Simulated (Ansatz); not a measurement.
```yaml
atoms:
  - { symbol: C, position_ang: [0.8863, -1.5306, -0.6911] }
  - { symbol: Cl, position_ang: [1.1905, 1.7559, 1.5551] }
  - { symbol: F, position_ang: [0.2192, 2.3808, -1.0586] }
  - { symbol: F, position_ang: [-2.0301, 1.2625, -0.9773] }
  - { symbol: Mo, position_ang: [-0.5105, 1.1008, 0.0851] }
  - { symbol: N, position_ang: [0.1647, -0.3674, -0.3526] }
  - { symbol: O, position_ang: [-1.5915, 0.7637, 1.5552] }
  - { symbol: H, position_ang: [1.0883, -1.5511, -1.7740] }
  - { symbol: H, position_ang: [1.8468, -1.5274, -0.1476] }
  - { symbol: H, position_ang: [0.3171, -2.4316, -0.4112] }
  - { symbol: H, position_ang: [-1.5153, 0.0874, 2.2377] }
```

Geometry: PBE0-D4/def2-SVP; core potentials replace the inner electrons of Mo.

These are results of isolated molecule in a Gaussian basis; Kohn-Sham density functional theory, functional PBE0 in Ansatz 0.2.0, not measurements.

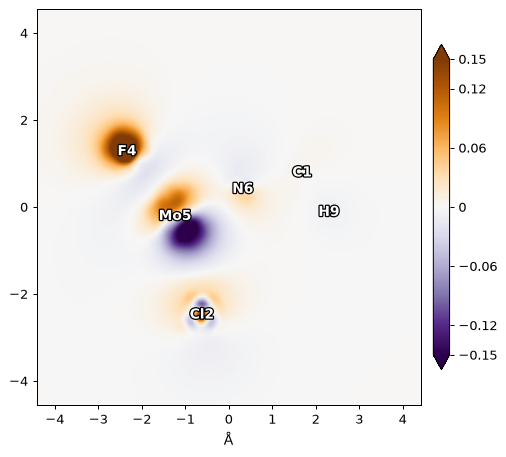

CH4ClF2MoNO (SMILES C[N]=[Mo]([OH])([F])([F])[Cl]). The LUMO on the plane of atoms Cl2, Mo5 and N6 (values in Å⁻³ᐟ²; the overall sign is arbitrary).

Question: Where does this orbital lie, and at what energy?

Answer: It lies mainly on Mo5 (about 65 %), O7 (about 10 %), F4 (about 5 %) and F3 (about 5 %). Its energy is −3.76 eV.
